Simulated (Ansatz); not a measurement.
# CH₅FOSn: from a rough start to a stationary point

What shape does CH₅FOSn take? The plan is to relax it, check the end point by its vibrations and derive ideal-gas thermochemistry, and look at its orbitals and charge.

The runs use Ansatz 0.2.0, Gaussian basis; RKS PBE0-D4/def2-TZVP.

The runs, in order: relaxation at PBE-D4/def2-SVP; relaxation at PBE0-D4/def2-TZVP; harmonic vibrations at the same level; a single point in def2-TZVPP for the fields.

1 further run of the same task is left out (for a known fault of the program). Runs told in other sessions of the task aren't counted.

## Step 1: Starting geometry

SMILES `O[CH](F)[SnH3]`, 9 atoms, charge 0, spin multiplicity 1.

Atoms are counted from 1 here; the program's logs count them from 0.

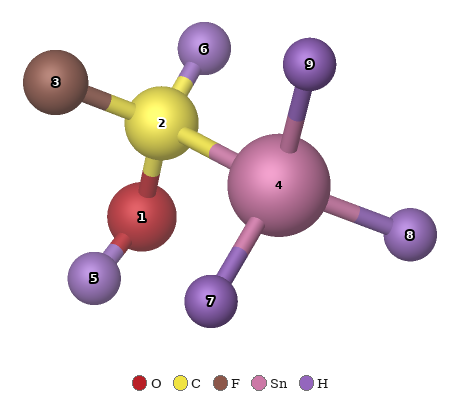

The starting geometry (oxygen red, carbon yellow, fluorine brown, tin pink, hydrogen purple); atoms are numbered from 1 in the order of the file.

Geometry (Å):

```xyz
9
CH5FOSn
O     1.4710    0.6734   -0.8995
C     0.4728    0.8711    0.1064
F    -0.4153    1.9174   -0.2098
Sn   -0.5726   -0.9295    0.3596
H     0.9101    0.5540   -1.7625
H     1.0008    1.1194    1.0562
H    -1.4544   -1.3158   -1.1246
H     0.4847   -2.2286    0.7637
H    -1.8085   -0.7077    1.6934
```

The start is a force-field geometry with small random shifts, so a cheaper pass at PBE-D4/def2-SVP comes first. Sn takes the def2 core potential; no spin-orbit term is included.

## Step 2: Optimising with PBE-D4/def2-SVP (cheap first pass)

in.yaml

```yaml
crystal:
  periodic: [false, false, false]
  atoms:
    - {symbol: O, position_ang: [1.471000, 0.673400, -0.899500]}
    - {symbol: C, position_ang: [0.472800, 0.871100, 0.106400]}
    - {symbol: F, position_ang: [-0.415300, 1.917400, -0.209800]}
    - {symbol: Sn, position_ang: [-0.572600, -0.929500, 0.359600]}
    - {symbol: H, position_ang: [0.910100, 0.554000, -1.762500]}
    - {symbol: H, position_ang: [1.000800, 1.119400, 1.056200]}
    - {symbol: H, position_ang: [-1.454400, -1.315800, -1.124600]}
    - {symbol: H, position_ang: [0.484700, -2.228600, 0.763700]}
    - {symbol: H, position_ang: [-1.808500, -0.707700, 1.693400]}
basis:
  gaussian: {orbitals: def2-SVP}
hamiltonian: {xc: pbe, dispersion: d4}
relax: {f_tol: 0.03, max_steps: 200}
```

Started as:

```bash
> ansatz run in.yaml --threads 4 --pin off --events-out ev --progress --plain --max-ram 10444MiB
```

Output, cut to the lines that bear on the results:

```text
Functional definition: PBE
  name "PBE"
  cite "Perdew, Burke & Ernzerhof, Phys. Rev. Lett. 77, 3865 (1996) doi:10.1103/PhysRevLett.77.3865"
  parent pbe
[...]
1030 factors; their error is unknown
[...]
mean field -11701.23031399 eV, -430.0122826604 hartree, gradient 1.4e-5 eV, S^2 0.000000; 0 other end points of the search recorded, 0 dependent functions left out
[...]
reference -11701.23035241 eV, -430.0122840722 hartree; 25, 25 occupied and 68, 68 virtual orbitals, 1030 factors
relax step   1: F+E_penalty+E_count = -11701.38830775 eV  Δ(F+E_penalty+E_count) = +0.000e0 eV  max|allowed force component| = 2.071e0 eV/Å  Δτ_max = 0.0000 Å  (27 SCF iters, accepted)
[...]
relax step   3: F+E_penalty+E_count = -11701.69496065 eV  Δ(F+E_penalty+E_count) = -1.078e-1 eV  max|allowed force component| = 8.952e-1 eV/Å  Δτ_max = 0.0755 Å  (27 SCF iters, accepted)
[...]
relax step   5: F+E_penalty+E_count = -11701.72012795 eV  Δ(F+E_penalty+E_count) = -7.420e-3 eV  max|allowed force component| = 1.034e-1 eV/Å  Δτ_max = 0.0384 Å  (28 SCF iters, accepted)
[...]
relax step   7: F+E_penalty+E_count = -11701.72257000 eV  Δ(F+E_penalty+E_count) = -1.369e-3 eV  max|allowed force component| = 1.246e-2 eV/Å  Δτ_max = 0.0381 Å  (29 SCF iters, accepted)
[...]
relax step   9: F+E_penalty+E_count = -11701.72279008 eV  Δ(F+E_penalty+E_count) = +1.033e-4 eV  max|allowed force component| = 3.653e-2 eV/Å  Δτ_max = 0.0396 Å  (28 SCF iters, rejected (line search))
[...]
relax step  10: F+E_penalty+E_count = -11701.72308240 eV  Δ(F+E_penalty+E_count) = -1.890e-4 eV  max|allowed force component| = 2.430e-2 eV/Å  Δτ_max = 0.0193 Å  (29 SCF iters, accepted)
1030 factors; their error is unknown
[...]
mean field -11701.56715645 eV, -430.0246613924 hartree, gradient 1.4e-5 eV, S^2 0.000000; 1 other end points of the search recorded, 0 dependent functions left out
[...]
reference -11701.56719447 eV, -430.0246627896 hartree; 25, 25 occupied and 68, 68 virtual orbitals, 1030 factors
Total energy: -11701.72312042 eV, -430.0303929628 hartree
Atom 0 at     1.362301     0.820698    -1.016939 Å, force    -0.006981     0.000640    -0.003619 eV/Å
Atom 1 at     0.542262     0.886899     0.091252 Å, force    -0.011001     0.024304     0.013072 eV/Å
Atom 2 at    -0.389521     1.925838    -0.027509 Å, force     0.018519    -0.019554     0.000180 eV/Å
Atom 3 at    -0.633081    -0.974342     0.424603 Å, force    -0.004605    -0.004322     0.001270 eV/Å
Atom 4 at     0.822402     0.554265    -1.787298 Å, force     0.004920     0.000941     0.007468 eV/Å
Atom 5 at     1.199844     1.121469     0.956384 Å, force    -0.005056    -0.005790    -0.016399 eV/Å
Atom 6 at    -1.271445    -1.358744    -1.142566 Å, force     0.001597     0.001032    -0.000134 eV/Å
Atom 7 at     0.386321    -2.272685     0.942488 Å, force    -0.001497     0.003568     0.000703 eV/Å
Atom 8 at    -1.930484    -0.749698     1.542485 Å, force     0.004104    -0.000820    -0.002541 eV/Å
Dipole moment:     0.008398    -0.193183    -0.047567 e Å
```

Run time: 9 s. Hardware: 4 threads of Arm Neoverse V2, shared host.

Relaxation path:

| step | energy from step 1 (eV) | largest force component (eV/Å) |
| --- | --- | --- |
| 1 | 0.0000 | 2.0709 |
| 2 | -0.1988 | 1.5606 |
| 3 | -0.3067 | 0.8952 |
| 4 | -0.3244 | 0.4575 |
| 5 | -0.3318 | 0.1034 |
| 6 | -0.3329 | 0.0577 |
| 7 | -0.3343 | 0.0125 |
| 8 | -0.3346 | 0.0210 |
| 9 | -0.3345 | 0.0365 |
| 10 | -0.3348 | 0.0243 |

The force was under the threshold of 0.03 eV/Å already at step 7, but the program went on to step 10.

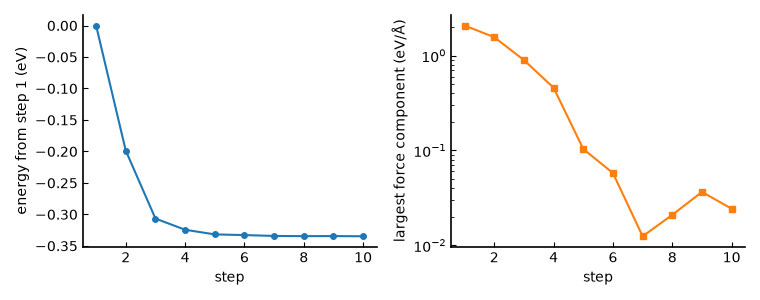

Energy and largest force along the relaxation.

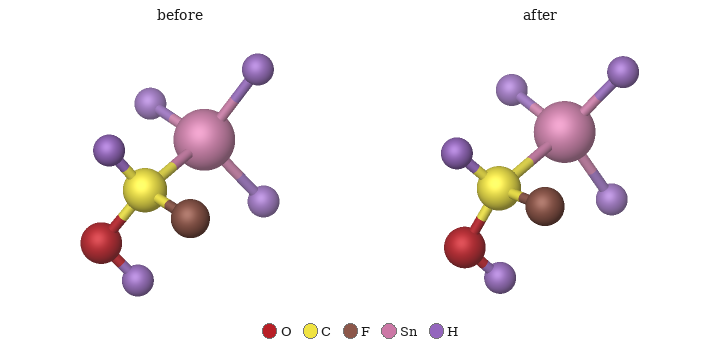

The geometry before (left) and after (right).

Distances of close pairs at the start and the end, largest changes first:

| bond | before (Å) | after (Å) | change (Å) |
| --- | --- | --- | --- |
| C2–Sn4 | 2.097 | 2.226 | +0.129 |
| Sn4–H9 | 1.832 | 1.727 | -0.105 |
| O1–H5 | 1.036 | 0.978 | -0.058 |
| O1–C2 | 1.431 | 1.380 | -0.051 |
| Sn4–H7 | 1.769 | 1.735 | -0.034 |
| C2–F3 | 1.408 | 1.401 | -0.008 |
| Sn4–H8 | 1.723 | 1.730 | +0.007 |
| C2–H6 | 1.115 | 1.112 | -0.003 |

## Step 3: Optimising with PBE0-D4/def2-TZVP

in.yaml

```yaml
crystal:
  periodic: [false, false, false]
  atoms:
    - {symbol: O, position_ang: [1.362301, 0.820698, -1.016939]}
    - {symbol: C, position_ang: [0.542262, 0.886899, 0.091252]}
    - {symbol: F, position_ang: [-0.389521, 1.925838, -0.027509]}
    - {symbol: Sn, position_ang: [-0.633081, -0.974342, 0.424603]}
    - {symbol: H, position_ang: [0.822402, 0.554265, -1.787298]}
    - {symbol: H, position_ang: [1.199844, 1.121469, 0.956384]}
    - {symbol: H, position_ang: [-1.271445, -1.358744, -1.142566]}
    - {symbol: H, position_ang: [0.386321, -2.272685, 0.942488]}
    - {symbol: H, position_ang: [-1.930484, -0.749698, 1.542485]}
basis:
  gaussian: {orbitals: def2-TZVP}
hamiltonian: {xc: pbe0, dispersion: d4}
relax: {f_tol: 0.005, max_steps: 150}
```

Same command.

Output, cut to the lines that bear on the results:

```text
Functional definition: PBE0
  name "PBE0"
  cite "Adamo & Barone, J. Chem. Phys. 110, 6158 (1999) doi:10.1063/1.478522"
  cite "Perdew, Burke & Ernzerhof, Phys. Rev. Lett. 77, 3865 (1996) doi:10.1103/PhysRevLett.77.3865"
  parent pbe
[...]
1168 factors; their error is unknown
[...]
mean field -11709.28623548 eV, -430.3083323147 hartree, gradient 2.5e-5 eV, S^2 0.000000; 0 other end points of the search recorded, 0 dependent functions left out
[...]
reference -11709.28627239 eV, -430.3083336712 hartree; 25, 25 occupied and 148, 148 virtual orbitals, 1168 factors
relax step   1: F+E_penalty+E_count = -11709.41749795 eV  Δ(F+E_penalty+E_count) = +0.000e0 eV  max|allowed force component| = 7.301e-1 eV/Å  Δτ_max = 0.0000 Å  (27 SCF iters, accepted)
[...]
Total energy: -11709.45791889 eV, -430.3146415634 hartree
Atom 0 at     1.305750     0.841527    -1.042601 Å, force    -0.000740     0.000405    -0.000605 eV/Å
Atom 1 at     0.537774     0.855683     0.097416 Å, force    -0.002434     0.003725    -0.002599 eV/Å
Atom 2 at    -0.350804     1.926096     0.062886 Å, force     0.002843    -0.003059    -0.000095 eV/Å
Atom 3 at    -0.633559    -0.973933     0.406644 Å, force     0.000475    -0.000135     0.000002 eV/Å
Atom 4 at     0.766411     0.581328    -1.796187 Å, force     0.000205     0.000055     0.002232 eV/Å
Atom 5 at     1.225144     1.045397     0.924382 Å, force     0.000257    -0.000487     0.000899 eV/Å
Atom 6 at    -1.201421    -1.409448    -1.148215 Å, force    -0.000223    -0.000162     0.000631 eV/Å
Atom 7 at     0.377896    -2.207625     1.011486 Å, force    -0.000280    -0.000125    -0.000087 eV/Å
Atom 8 at    -1.938593    -0.705324     1.467090 Å, force    -0.000103    -0.000216    -0.000377 eV/Å
Dipole moment:    -0.038688    -0.294719    -0.021805 e Å
```

Run time: 34 s. Hardware: 4 threads of Arm Neoverse V2, shared host.

Step by step:

| step | energy from step 1 (eV) | largest force component (eV/Å) |
| --- | --- | --- |
| 1 | 0.0000 | 0.7301 |
| 2 | -0.0325 | 0.1879 |
| 3 | -0.0388 | 0.1208 |
| 4 | -0.0393 | 0.0589 |
| 5 | -0.0397 | 0.0304 |
| 6 | -0.0399 | 0.0133 |
| 7 | -0.0399 | 0.0375 |
| 8 | -0.0401 | 0.0144 |
| 9 | -0.0402 | 0.0210 |
| 10 | -0.0402 | 0.0315 |
| 11 | -0.0404 | 0.0104 |
| 12 | -0.0403 | 0.0083 |
| 13 | -0.0404 | 0.0051 |
| 14 | -0.0404 | 0.0051 |
| 15 | -0.0404 | 0.0037 |

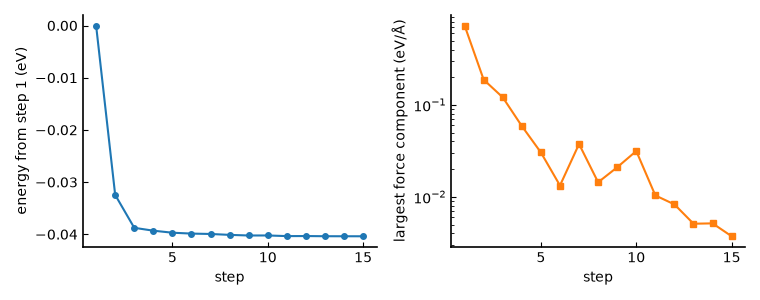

Energy and largest force along the relaxation.

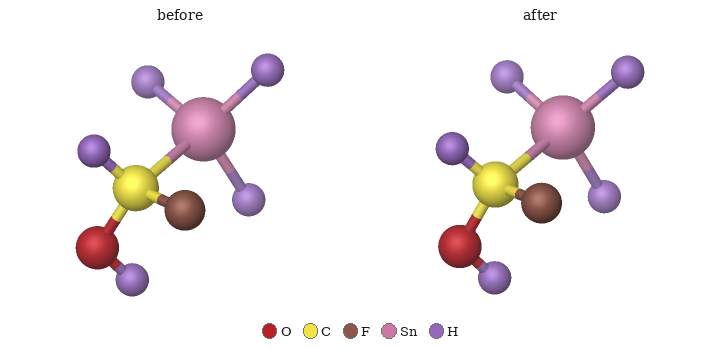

Before and after, at one scale.

Distances of close pairs at the start and the end, largest changes first:

| bond | before (Å) | after (Å) | change (Å) |
| --- | --- | --- | --- |
| C2–Sn4 | 2.226 | 2.194 | -0.032 |
| Sn4–H9 | 1.727 | 1.703 | -0.024 |
| Sn4–H8 | 1.730 | 1.706 | -0.024 |
| Sn4–H7 | 1.735 | 1.712 | -0.024 |
| C2–H6 | 1.112 | 1.092 | -0.020 |
| O1–H5 | 0.978 | 0.963 | -0.015 |
| C2–F3 | 1.401 | 1.392 | -0.009 |
| O1–C2 | 1.380 | 1.375 | -0.006 |

Mulliken charges at the end point, from the run's report:

| atom | value (e) |
| --- | --- |
| O1 | -0.39 |
| C2 | 0.03 |
| F3 | -0.21 |
| Sn4 | 0.30 |
| H5 | 0.32 |
| H6 | 0.11 |
| H7 | -0.06 |
| H8 | -0.05 |
| H9 | -0.04 |

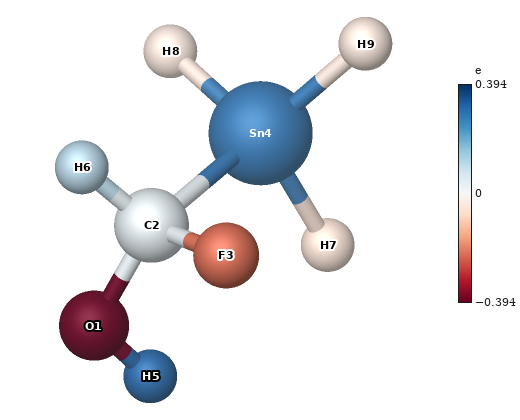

Mulliken charges at the end point, from the run's report, as colours on the atoms.

## Step 4: Force constants and modes

in.yaml

```yaml
crystal:
  periodic: [false, false, false]
  atoms:
    - {symbol: O, position_ang: [1.305750, 0.841527, -1.042601]}
    - {symbol: C, position_ang: [0.537774, 0.855683, 0.097416]}
    - {symbol: F, position_ang: [-0.350804, 1.926096, 0.062886]}
    - {symbol: Sn, position_ang: [-0.633559, -0.973933, 0.406644]}
    - {symbol: H, position_ang: [0.766411, 0.581328, -1.796187]}
    - {symbol: H, position_ang: [1.225144, 1.045397, 0.924382]}
    - {symbol: H, position_ang: [-1.201421, -1.409448, -1.148215]}
    - {symbol: H, position_ang: [0.377896, -2.207625, 1.011486]}
    - {symbol: H, position_ang: [-1.938593, -0.705324, 1.467090]}
basis:
  gaussian: {orbitals: def2-TZVP}
hamiltonian: {xc: pbe0, dispersion: d4}
phonons: {temperatures: {t_min: 298.15, t_max: 900, t_step: 200}}
```

Same command.

Output, cut to the lines that bear on the results:

```text
Functional definition: PBE0
  name "PBE0"
  cite "Adamo & Barone, J. Chem. Phys. 110, 6158 (1999) doi:10.1063/1.478522"
  cite "Perdew, Burke & Ernzerhof, Phys. Rev. Lett. 77, 3865 (1996) doi:10.1103/PhysRevLett.77.3865"
  parent pbe
[...]
1168 factors; their error is unknown
[...]
mean field -11709.32603119 eV, -430.3097947801 hartree, gradient 2.5e-5 eV, S^2 0.000000; 0 other end points of the search recorded, 0 dependent functions left out
[...]
reference -11709.32606808 eV, -430.3097961356 hartree; 25, 25 occupied and 148, 148 virtual orbitals, 1168 factors
[...]
1168 factors; their error is unknown
mean field -11709.32592904 eV, -430.3097910261 hartree, gradient 2.6e-6 eV, S^2 0.000000; 0 other end points of the search recorded, 0 dependent functions left out
[...]
reference -11709.32596593 eV, -430.3097923815 hartree; 25, 25 occupied and 148, 148 virtual orbitals, 1168 factors
[...]
Atom 1 at     0.537774     0.855683     0.097416 Å, force    -0.002473     0.003783    -0.002619 eV/Å
Atom 2 at    -0.350804     1.926096     0.062886 Å, force     0.002900    -0.003121    -0.000077 eV/Å
Atom 3 at    -0.633559    -0.973933     0.406644 Å, force     0.000560    -0.000021     0.000052 eV/Å
Atom 4 at     0.766411     0.581328    -1.796187 Å, force     0.000272     0.000008     0.002147 eV/Å
Atom 5 at     1.225144     1.045397     0.924382 Å, force     0.000250    -0.000490     0.000885 eV/Å
Atom 6 at    -1.201421    -1.409448    -1.148215 Å, force    -0.000282    -0.000191     0.000629 eV/Å
Atom 7 at     0.377896    -2.207625     1.011486 Å, force    -0.000292    -0.000156    -0.000108 eV/Å
Atom 8 at    -1.938593    -0.705324     1.467090 Å, force    -0.000112    -0.000248    -0.000401 eV/Å
Dipole moment:    -0.038688    -0.294719    -0.021805 e Å
Vibrations: 77.94 181.29 212.35 359.92 424.89 443.51 567.82 616.98 673.07 717.95 721.94 996.02 1129.34 1218.86 1325.99 1423.63 1926.93 1949.75 1961.24 3093.34 3831.64 cm⁻¹, zero-point energy 1.478784 eV
```

It took 89 s on 4 threads of Arm Neoverse V2, shared host.

Motions are named by where the mode's potential energy lies. The modes, unscaled (a negative number is an imaginary wavenumber):

| mode | cm⁻¹ | motion |
| --- | --- | --- |
| 1 | 78 | torsion |
| 2 | 181 | bend |
| 3 | 212 | bend with Sn–C stretch |
| 4 | 360 | bend with Sn–C stretch |
| 5 | 425 | torsion |
| 6 | 444 | bend |
| 7 | 568 | torsion with bend |
| 8 | 617 | bend with Sn–C stretch |
| 9 | 673 | bend |
| 10 | 718 | bend with wag or twist |
| 11 | 722 | bend with wag or twist |
| 12 | 996 | C–F stretch |
| 13 | 1129 | C–O stretch |
| 14 | 1219 | bend |
| 15 | 1326 | bend |
| 16 | 1424 | bend |
| 17 | 1927 | Sn–H stretch |
| 18 | 1950 | Sn–H stretch |
| 19 | 1961 | Sn–H stretch |
| 20 | 3093 | C–H stretch |
| 21 | 3832 | O–H stretch |

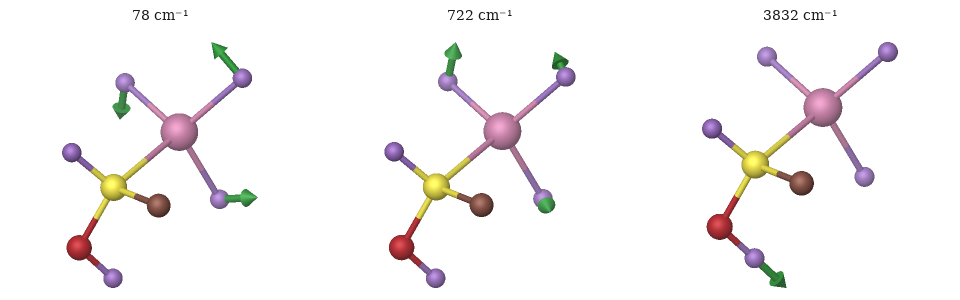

How the atoms move in 3 of the modes.

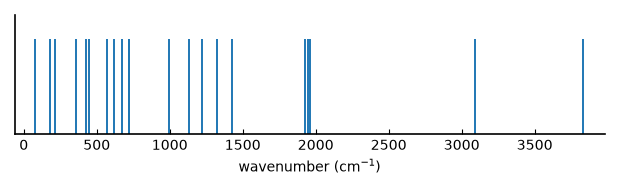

The harmonic wavenumbers as sticks (no intensities were computed).

Ideal gas, rigid rotor and harmonic oscillator at 298.15 K and 1 bar, with symmetry number 1:

| term | value |
| --- | --- |
| zero-point energy | 142.7 kJ/mol |
| H(298) − E | 162.0 kJ/mol |
| entropy, translation | 173.0 J/(mol K) |
| entropy, rotation | 112.1 J/(mol K) |
| entropy, vibration | 55.1 J/(mol K) |
| entropy, total | 340.2 J/(mol K) |

## Step 5: Orbitals, density and potential

Changes to in.yaml since step 4:

```diff
@@ -13,4 +13,4 @@
 basis:
-  gaussian: {orbitals: def2-TZVP}
+  gaussian: {orbitals: def2-TZVPP}
 hamiltonian: {xc: pbe0, dispersion: d4}
-phonons: {temperatures: {t_min: 298.15, t_max: 900, t_step: 200}}
+output: {orbitals: {seedname: orbitals}}
```

The command is unchanged.

Output:

```text
Functional definition: PBE0
  name "PBE0"
  cite "Adamo & Barone, J. Chem. Phys. 110, 6158 (1999) doi:10.1063/1.478522"
  cite "Perdew, Burke & Ernzerhof, Phys. Rev. Lett. 77, 3865 (1996) doi:10.1103/PhysRevLett.77.3865"
  parent pbe
  parameter a = 0.25
  parameter kappa = 0.804
  parameter beta = 0.06672455060314922
  exchange = (1 - a)*pbe_x(kappa = kappa, mu = beta*pi^2/3) + a*exact_x
  correlation = pbe_c(beta = beta)
1243 factors; their error is unknown
mean field evaluation 1: about -11705.5463 eV, gradient 4.7e1 eV
mean field evaluation 2: about -11701.1050 eV, gradient 6.8e1 eV
mean field evaluation 4: about -11709.2839 eV, gradient 3.7e0 eV
mean field evaluation 8: about -11709.3058 eV, gradient 6.2e-2 eV
mean field evaluation 16: about -11709.3916 eV, gradient 3.5e-5 eV
mean field -11709.39162225 eV, -430.3122052069 hartree, gradient 3.5e-5 eV, S^2 0.000000; 0 other end points of the search recorded, 0 dependent functions left out
reference -11709.39165856 eV, -430.3122065412 hartree; 25, 25 occupied and 188, 188 virtual orbitals, 1243 factors
Total energy: -11709.52351265 eV, -430.3170520899 hartree
```

Wall time 1.9 s (4 threads of Arm Neoverse V2, shared host); peak memory 0.45 GiB.

The fields below are evaluated on a grid from the run's orbitals.

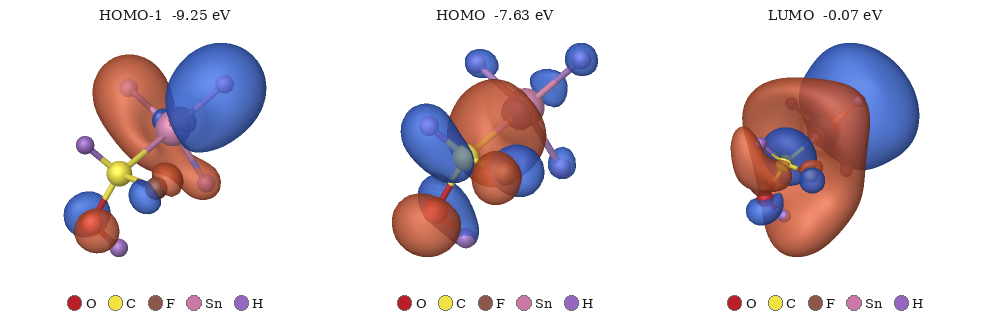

PBE0-D4/def2-TZVPP orbitals near the gap, drawn at the value that encloses 70 % of each; the two colours are the two signs.

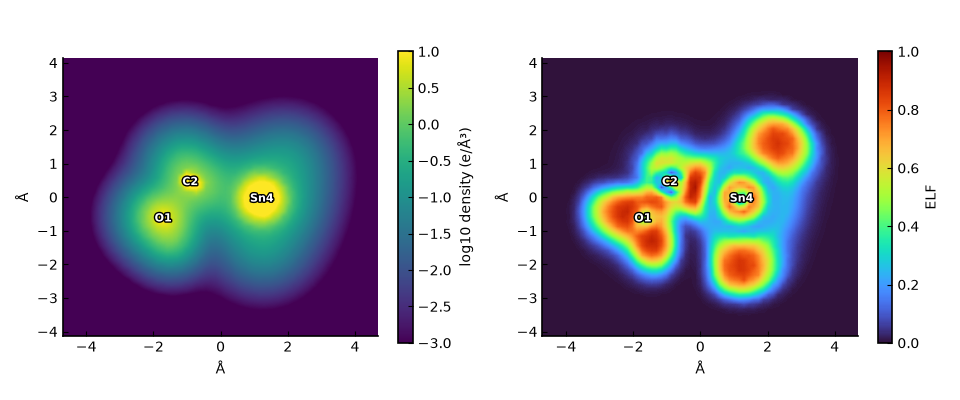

Density (left) and ELF (right) in a plane through or near 3 of the atoms.

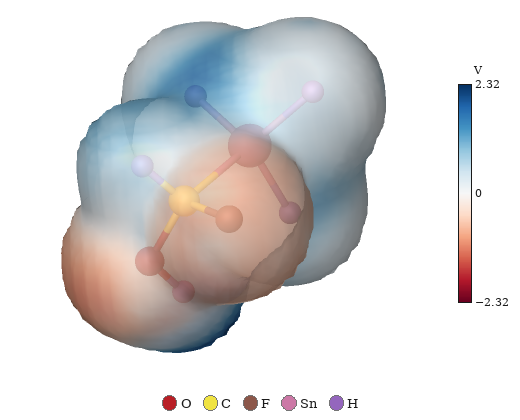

Electrostatic potential on the surface of density 0.002 e/bohr³; red is low, blue high. It runs from -1.06 V near O1 to 2.32 V near H5.

## Step 6: Outcome

| quantity | value |
| --- | --- |
| point group | C1 |
| steps | 10 + 15 |
| shift from the start (rms) | 0.230 Å |
| total energy | -11709.4579 eV |
| dispersion term | -132 meV |
| dipole moment | 1.43 D |
| lowest, highest wavenumber | 78, 3832 cm⁻¹ |
| zero-point energy | 142.7 kJ/mol |
| entropy at 298.15 K | 340.2 J/(mol K) |
| HOMO, LUMO | -7.63, -0.07 eV |

The relaxed geometry lies 0.23 Å (rms) from the start; the bond that changed most is Sn4–H9, from 1.832 to 1.703 Å. All wavenumbers are real, so the end point is a minimum. The stiffest mode, 3832 cm⁻¹, is an O–H stretch, and 2 modes under 200 cm⁻¹ make the vibrational entropy uncertain. Harmonic hybrid wavenumbers usually lie a few per cent above measured fundamentals. The largest Mulliken charge, -0.39 e, sits on O1. The HOMO lies mostly on C2 28 %; O1 20 % and the LUMO on H7, H8, H9 about 18 % each; C2 12 %.
